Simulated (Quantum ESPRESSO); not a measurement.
# MnGe: magnetism against uniaxial strain

Aim: follow moments and order energies of MnGe with uniaxial strain.

Calculated with Quantum ESPRESSO 7.5; LDA; plane waves with GBRV 1.5 LDA potentials, no spin-orbit coupling.

### 1. Starting point

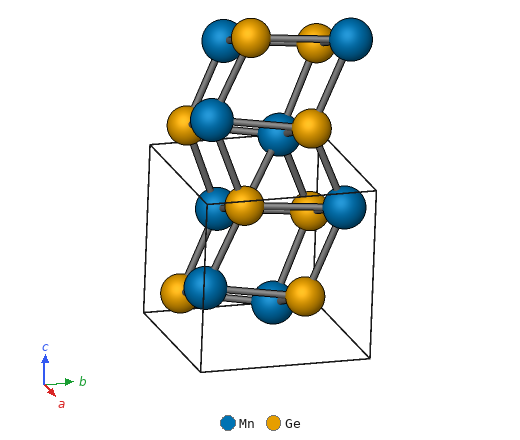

The cell as given, slightly off an axis (manganese blue, germanium orange). 1×1×2 cells are drawn.

The cell comes from Materials Project 2023-11-01, a database of computed structures, and need not be the stable phase.

### 2. Factor along z 0.94, ferro ++++

Lengths along Cartesian z scale by the factor. Atoms keep their fractional places. Seeded atoms are those given a starting moment.

pw.in

```
&CONTROL
  calculation = 'scf'
  prefix = 'pwscf'
  outdir = './tmp'
  pseudo_dir = './pseudo'
  disk_io = 'nowf'
  tprnfor = .true.
  tstress = .true.
/
&SYSTEM
  ibrav = 0
  celldm(1) = 8
  nat = 8
  ntyp = 2
  ecutwfc = 40
  ecutrho = 280
  nbnd = 79
  occupations = 'smearing'
  smearing = 'fd'
  degauss = 0.00367493
  nspin = 2
  starting_magnetization(1) = 0.2333
  starting_magnetization(2) = 0
/
&ELECTRONS
  conv_thr = 1.6d-08
  electron_maxstep = 150
  mixing_beta = 0.3
/
ATOMIC_SPECIES
Mn     54.9380 mn_lda_v1.5.uspp.F.UPF
Ge     72.6300 ge_lda_v1.4.uspp.F.UPF
CELL_PARAMETERS alat
   1.1161202151773    0.0000000000000    0.0000000000000
   0.0000000000000    1.1161202151773    0.0000000000000
   0.0000000000000    0.0000000000000    1.0491530022667
ATOMIC_POSITIONS crystal
Mn      0.6371118200    0.1371118200    0.3628881800
Mn      0.1371118200    0.3628881800    0.6371118200
Mn      0.3628881800    0.6371118200    0.1371118200
Mn      0.8628881800    0.8628881800    0.8628881800
Ge      0.3423633700    0.8423633700    0.6576366300
Ge      0.8423633700    0.6576366300    0.3423633700
Ge      0.6576366300    0.3423633700    0.8423633700
Ge      0.1576366300    0.1576366300    0.1576366300
K_POINTS automatic
6 6 6 0 0 0
```

On the command line:

```
$ OMP_NUM_THREADS=1 mpirun -n 4 pw.x -nk 4 -in pw.in > pw.out
```

The log of the run:

```text
Program PWSCF v.7.5 starts

     Message from routine setup:
     using ibrav=0 with symmetry is DISCOURAGED, use correct ibrav instead

     K-points division:     npool     =       4
     Subspace diagonalization in iterative solution of the eigenvalue problem:

     bravais-lattice index     =            0
     lattice parameter (alat)  =       8.0000  a.u.
     unit-cell volume          =     669.1612 (a.u.)^3
     number of atoms/cell      =            8
     number of atomic types    =            2
     number of electrons       =       116.00
     number of Kohn-Sham states=           79
     kinetic-energy cutoff     =      40.0000  Ry
     charge density cutoff     =     280.0000  Ry
     scf convergence threshold =      1.6E-08
     mixing beta               =       0.3000
     number of iterations used =            8  plain     mixing
     Exchange-correlation=  SLA  PZ   NOGX NOGC
                           (   1   1   0   0   0   0   0)

     celldm(1)=   8.000000  celldm(2)=   0.000000  celldm(3)=   0.000000
     celldm(4)=   0.000000  celldm(5)=   0.000000  celldm(6)=   0.000000

     crystal axes: (cart. coord. in units of alat)
               a(1) = (   1.116120   0.000000   0.000000 )
               a(2) = (   0.000000   1.116120   0.000000 )
               a(3) = (   0.000000   0.000000   1.049153 )

     reciprocal axes: (cart. coord. in units 2 pi/alat)
               b(1) = (  0.895961  0.000000  0.000000 )
               b(2) = (  0.000000  0.895961  0.000000 )
               b(3) = (  0.000000  0.000000  0.953150 )

     PseudoPot. # 1 for Mn read from file:
     mn_lda_v1.5.uspp.F.UPF
     Pseudo is Ultrasoft + core correction, Zval = 15.0

     PseudoPot. # 2 for Ge read from file:
     ge_lda_v1.4.uspp.F.UPF
     Pseudo is Ultrasoft + core correction, Zval = 14.0

     atomic species   valence    mass     pseudopotential
     Mn               15.00    54.93800     Mn( 1.00)
     Ge               14.00    72.63000     Ge( 1.00)

     Starting magnetic structure
     atomic species   magnetization
     Mn              0.233
     Ge              0.000

      4 Sym. Ops. (no inversion) found ( 3 have fractional translation)

   Cartesian axes

     site n.     atom                  positions (alat units)
         1        Mn     tau(   1) = (   0.7110934   0.1530333   0.3807252  )
         2        Mn     tau(   2) = (   0.1530333   0.4050268   0.6684278  )
         3        Mn     tau(   3) = (   0.4050268   0.7110934   0.1438513  )
         4        Mn     tau(   4) = (   0.9630869   0.9630869   0.9053017  )
         5        Ge     tau(   5) = (   0.3821187   0.9401788   0.6899614  )
         6        Ge     tau(   6) = (   0.9401788   0.7340015   0.3591916  )
         7        Ge     tau(   7) = (   0.7340015   0.3821187   0.8837681  )
         8        Ge     tau(   8) = (   0.1759414   0.1759414   0.1653849  )

     number of k points=    64  Fermi-Dirac smearing, width (Ry)=  0.0037
                       cart. coord. in units 2pi/alat
        k(    1) = (   0.0000000   0.0000000   0.0000000), wk =   0.0046296
        k(    2) = (   0.0000000   0.0000000   0.1588583), wk =   0.0092593
        k(    3) = (   0.0000000   0.0000000   0.3177166), wk =   0.0092593
        k(    4) = (   0.0000000   0.0000000  -0.4765749), wk =   0.0046296
        k(    5) = (   0.0000000   0.1493268   0.0000000), wk =   0.0092593
        [... 59 further k-points ...]

     Dense  grid:    53025 G-vectors     FFT dimensions: (  48,  48,  48)

     Smooth grid:    22909 G-vectors     FFT dimensions: (  36,  36,  36)

     Check: negative core charge=   -0.000040
     Generating pointlists ...
     new r_m :   0.2282 (alat units)  1.8256 (a.u.) for type    1
     new r_m :   0.2282 (alat units)  1.8256 (a.u.) for type    2

     Initial potential from superposition of free atoms

     starting charge     113.9969, renormalised to     116.0000
     Starting wfcs are   88 randomized atomic wfcs

     Self-consistent Calculation

     iteration #  1     ecut=    40.00 Ry     beta= 0.30
     Davidson diagonalization with overlap
     ethr =  1.00E-02,  avg # of iterations =  3.8

     total energy              =   -1696.94300889 Ry
     estimated scf accuracy    <       1.88429614 Ry

     total magnetization       =     8.05 Bohr mag/cell
     absolute magnetization    =     9.24 Bohr mag/cell

     iteration #  2     ecut=    40.00 Ry     beta= 0.30
     Davidson diagonalization with overlap
     ethr =  1.62E-03,  avg # of iterations =  2.0

     total energy              =   -1697.09753670 Ry
     estimated scf accuracy    <       0.53906706 Ry

     total magnetization       =     8.24 Bohr mag/cell
     absolute magnetization    =     9.54 Bohr mag/cell

     [... further iterations left out ...]

     iteration # 15     ecut=    40.00 Ry     beta= 0.30
     Davidson diagonalization with overlap
     ethr =  5.97E-09,  avg # of iterations =  2.6

     total energy              =   -1697.20218117 Ry
     estimated scf accuracy    <       0.00000010 Ry

     total magnetization       =     4.07 Bohr mag/cell
     absolute magnetization    =     4.66 Bohr mag/cell

     iteration # 16     ecut=    40.00 Ry     beta= 0.30
     Davidson diagonalization with overlap
     ethr =  8.26E-11,  avg # of iterations =  3.2

     Magnetic moment per site  (integrated on atomic sphere of radius R)
     atom   1 (R=0.228)  charge= 13.0934  magn=  1.0319
     atom   2 (R=0.228)  charge= 13.0934  magn=  1.0319
     atom   3 (R=0.228)  charge= 13.0934  magn=  1.0319
     atom   4 (R=0.228)  charge= 13.0934  magn=  1.0319
     atom   5 (R=0.228)  charge= 11.6783  magn= -0.0370
     atom   6 (R=0.228)  charge= 11.6783  magn= -0.0370
     atom   7 (R=0.228)  charge= 11.6783  magn= -0.0370
     atom   8 (R=0.228)  charge= 11.6783  magn= -0.0370

     End of self-consistent calculation

     Number of k-points >= 100: set verbosity='high' to print the bands.

     the Fermi energy is    17.1911 ev

!    total energy              =   -1697.20218147 Ry
     estimated scf accuracy    <       0.00000002 Ry
     smearing contrib. (-TS)   =      -0.00455918 Ry
     internal energy E=F+TS    =   -1697.19762229 Ry

     The total energy is F=E-TS. E is the sum of the following terms:
     one-electron contribution =    -719.54340448 Ry
     hartree contribution      =     461.98756150 Ry
     xc contribution           =    -334.93044314 Ry
     ewald contribution        =   -1104.71133617 Ry

     total magnetization       =     4.06 Bohr mag/cell
     absolute magnetization    =     4.65 Bohr mag/cell

     convergence has been achieved in  16 iterations

     Forces acting on atoms (cartesian axes, Ry/au):

     atom    1 type  1   force =    -0.00360634   -0.01476119   -0.00250779
     atom    2 type  1   force =    -0.00360634    0.01476119    0.00250779
     atom    3 type  1   force =     0.00360634   -0.01476119    0.00250779
     atom    4 type  1   force =     0.00360634    0.01476119   -0.00250779
     atom    5 type  2   force =     0.00055408    0.00030896   -0.00614405
     atom    6 type  2   force =     0.00055408   -0.00030896    0.00614405
     atom    7 type  2   force =    -0.00055408    0.00030896    0.00614405
     atom    8 type  2   force =    -0.00055408   -0.00030896   -0.00614405

     Total force =     0.033187     Total SCF correction =     0.000323

     Computing stress (Cartesian axis) and pressure

          total   stress  (Ry/bohr**3)                   (kbar)     P=      -39.10
  -0.00064114   0.00000000   0.00000000          -94.32        0.00        0.00
   0.00000000  -0.00059991   0.00000000            0.00      -88.25        0.00
   0.00000000   0.00000000   0.00044366            0.00        0.00       65.26

=------------------------------------------------------------------------------=
   JOB DONE.
=------------------------------------------------------------------------------=
```

Wall time 3.6 min (4 MPI ranks of Intel Xeon 6975P-C (Granite Rapids), shared host); peak memory 0.95 GiB.

Spin moment in the atom's sphere by atom:

| atom | spin moment in the atom's sphere (μB) |
| --- | --- |
| Mn1 | 1.03 |
| Mn2 | 1.03 |
| Mn3 | 1.03 |
| Mn4 | 1.03 |
| Ge5 | -0.04 |
| Ge6 | -0.04 |
| Ge7 | -0.04 |
| Ge8 | -0.04 |

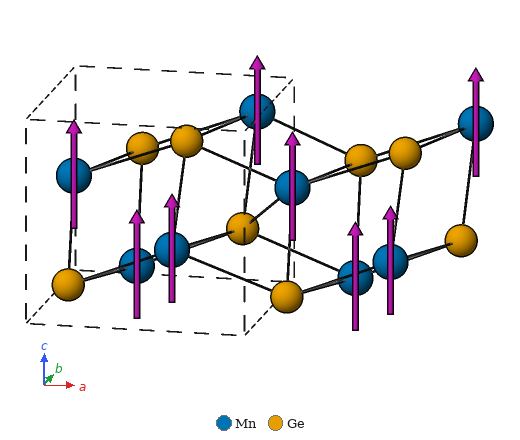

Spin moment in the atom's sphere as arrows, the longest 1.03 μB. Up and down stand for the sign. Arrows give size and sign along the axis of quantisation, drawn up and down the page. 2×1×1 cells are drawn.

This step gave:

```yaml
smearing_term_ts: 0.06203 eV
pressure: -3.91 GPa
magnetization: 4.065 μB
absolute_magnetization: 4.648 μB
final_state: ferromagnetic
```

### 3. Factor along z 0.94, antiferro ++--

Changes to pw.in since step 2:

```diff
@@ -13,6 +13,6 @@
   nat = 8
-  ntyp = 2
+  ntyp = 3
   ecutwfc = 40
   ecutrho = 280
-  nbnd = 79
+  nbnd = 72
   occupations = 'smearing'
@@ -22,3 +22,4 @@
   starting_magnetization(1) = 0.2333
-  starting_magnetization(2) = 0
+  starting_magnetization(2) = -0.2333
+  starting_magnetization(3) = 0
 /
@@ -30,3 +31,4 @@
 ATOMIC_SPECIES
-Mn     54.9380 mn_lda_v1.5.uspp.F.UPF
+Mn1    54.9380 mn_lda_v1.5.uspp.F.UPF
+Mn2    54.9380 mn_lda_v1.5.uspp.F.UPF
 Ge     72.6300 ge_lda_v1.4.uspp.F.UPF
@@ -37,6 +39,6 @@
 ATOMIC_POSITIONS crystal
-Mn      0.6371118200    0.1371118200    0.3628881800
-Mn      0.1371118200    0.3628881800    0.6371118200
-Mn      0.3628881800    0.6371118200    0.1371118200
-Mn      0.8628881800    0.8628881800    0.8628881800
+Mn1     0.6371118200    0.1371118200    0.3628881800
+Mn1     0.1371118200    0.3628881800    0.6371118200
+Mn2     0.3628881800    0.6371118200    0.1371118200
+Mn2     0.8628881800    0.8628881800    0.8628881800
 Ge      0.3423633700    0.8423633700    0.6576366300
```

The log of the run:

```text
     [... lines left out ...]
Program PWSCF v.7.5 starts
     [... lines left out ...]
     number of atoms/cell      =            8
     [... lines left out ...]
     number of electrons       =       116.00
     number of Kohn-Sham states=           72
     kinetic-energy cutoff     =      40.0000  Ry
     charge density cutoff     =     280.0000  Ry
     scf convergence threshold =      1.6E-08
     [... lines left out ...]
      2 Sym. Ops. (no inversion) found ( 1 have fractional translation)
     [... lines left out ...]
     number of k points=    80  Fermi-Dirac smearing, width (Ry)=  0.0037
     [... lines left out ...]
     iteration # 18     ecut=    40.00 Ry     beta= 0.30
     [... lines left out ...]
     Magnetic moment per site  (integrated on atomic sphere of radius R)
     atom   1 (R=0.228)  charge= 13.0944  magn=  0.7043
     atom   2 (R=0.228)  charge= 13.0944  magn=  0.7043
     atom   3 (R=0.228)  charge= 13.0941  magn= -0.7079
     atom   4 (R=0.228)  charge= 13.0941  magn= -0.7079
     atom   5 (R=0.228)  charge= 11.6782  magn=  0.0002
     atom   6 (R=0.228)  charge= 11.6782  magn=  0.0002
     atom   7 (R=0.228)  charge= 11.6779  magn= -0.0001
     atom   8 (R=0.228)  charge= 11.6779  magn= -0.0001
     [... lines left out ...]
     the Fermi energy is    17.1274 ev
!    total energy              =   -1697.19361367 Ry
     estimated scf accuracy    <          9.4E-09 Ry
     smearing contrib. (-TS)   =      -0.00559624 Ry
     [... lines left out ...]
     total magnetization       =    -0.01 Bohr mag/cell
     absolute magnetization    =     3.15 Bohr mag/cell
     convergence has been achieved in  18 iterations
     [... lines left out ...]
     Total force =     0.034448     Total SCF correction =     0.000085
     [... lines left out ...]
          total   stress  (Ry/bohr**3)                   (kbar)     P=      -51.41
     [... lines left out ...]
```

The job ended after 4.4 min (4 MPI ranks; peak memory 0.99 GiB; 18 min of CPU time).

Spin moment in the atom's sphere by atom:

| atom | spin moment in the atom's sphere (μB) |
| --- | --- |
| Mn1 | 0.704 |
| Mn2 | 0.704 |
| Mn3 | -0.708 |
| Mn4 | -0.708 |
| Ge5 | 0.000 |
| Ge6 | 0.000 |
| Ge7 | 0.000 |
| Ge8 | 0.000 |

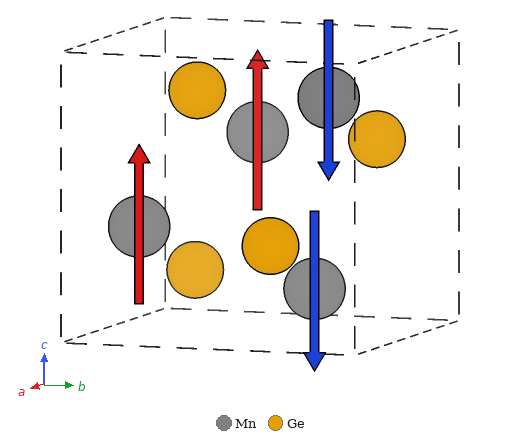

Spin moment in the atom's sphere as arrows, the longest 0.708 μB. Up and down stand for the sign. Arrows give size and sign along the axis of quantisation, drawn up and down the page. The two directions have two colours.

Read from the output:

```
smearing term TS       : 0.07614 eV
pressure               : -5.141 GPa
magnetization          : -0.007 μB
absolute magnetization : 3.152 μB
final state            : antiferromagnetic
```

### 4. Factor along z 0.94, no spin polarisation

pw.in

```
&CONTROL
  calculation = 'scf'
  prefix = 'pwscf'
  outdir = './tmp'
  pseudo_dir = './pseudo'
  disk_io = 'nowf'
  tprnfor = .true.
  tstress = .true.
/
&SYSTEM
  ibrav = 0
  celldm(1) = 8
  nat = 8
  ntyp = 2
  ecutwfc = 40
  ecutrho = 280
  nbnd = 72
  occupations = 'smearing'
  smearing = 'fd'
  degauss = 0.00367493
/
&ELECTRONS
  conv_thr = 1.6d-08
  electron_maxstep = 150
  mixing_beta = 0.3
/
ATOMIC_SPECIES
Mn     54.9380 mn_lda_v1.5.uspp.F.UPF
Ge     72.6300 ge_lda_v1.4.uspp.F.UPF
CELL_PARAMETERS alat
   1.1161202151773    0.0000000000000    0.0000000000000
   0.0000000000000    1.1161202151773    0.0000000000000
   0.0000000000000    0.0000000000000    1.0491530022667
ATOMIC_POSITIONS crystal
Mn      0.6371118200    0.1371118200    0.3628881800
Mn      0.1371118200    0.3628881800    0.6371118200
Mn      0.3628881800    0.6371118200    0.1371118200
Mn      0.8628881800    0.8628881800    0.8628881800
Ge      0.3423633700    0.8423633700    0.6576366300
Ge      0.8423633700    0.6576366300    0.3423633700
Ge      0.6576366300    0.3423633700    0.8423633700
Ge      0.1576366300    0.1576366300    0.1576366300
K_POINTS automatic
6 6 6 0 0 0
```

The log of the run:

```text
     [... lines left out ...]
Program PWSCF v.7.5 starts
     [... lines left out ...]
     number of atoms/cell      =            8
     [... lines left out ...]
     number of electrons       =       116.00
     number of Kohn-Sham states=           72
     kinetic-energy cutoff     =      40.0000  Ry
     charge density cutoff     =     280.0000  Ry
     scf convergence threshold =      1.6E-08
     [... lines left out ...]
      4 Sym. Ops. (no inversion) found ( 3 have fractional translation)
     [... lines left out ...]
     number of k points=    64  Fermi-Dirac smearing, width (Ry)=  0.0037
     [... lines left out ...]
     iteration # 11     ecut=    40.00 Ry     beta= 0.30
     [... lines left out ...]
     the Fermi energy is    17.0780 ev
!    total energy              =   -1697.19154770 Ry
     estimated scf accuracy    <          4.6E-10 Ry
     smearing contrib. (-TS)   =      -0.00656018 Ry
     [... lines left out ...]
     convergence has been achieved in  11 iterations
     [... lines left out ...]
     Total force =     0.038104     Total SCF correction =     0.000047
     [... lines left out ...]
          total   stress  (Ry/bohr**3)                   (kbar)     P=      -63.28
     [... lines left out ...]
```

Run time: 71 s. Hardware: 4 MPI ranks; peak memory 0.61 GiB; 4.7 min of CPU time.

Read from the output:

| Quantity | Value |
| --- | --- |
| smearing term TS | 0.08926 eV |
| pressure | -6.328 GPa |
| final state | non-magnetic (no spin polarisation) |

(Part 1 of 2 ends here.)

[Logs and program files are shortened in this print: banners, set-up blocks, solver, clock and traceback lines can be left out without a mark of their own.]

[Logs are printed without paths, hosts, clocks, repeated set-up lines and the standing remarks that a program may print on its own settings, such as how far it seeks lower states.]

[Hosts, paths, dates, database ids (printed as entryN), source tags and the programs' standing remarks are cut or masked in the printed files.]

[Where a cell is said to come from a database of computed structures, the database is the Materials Project.]
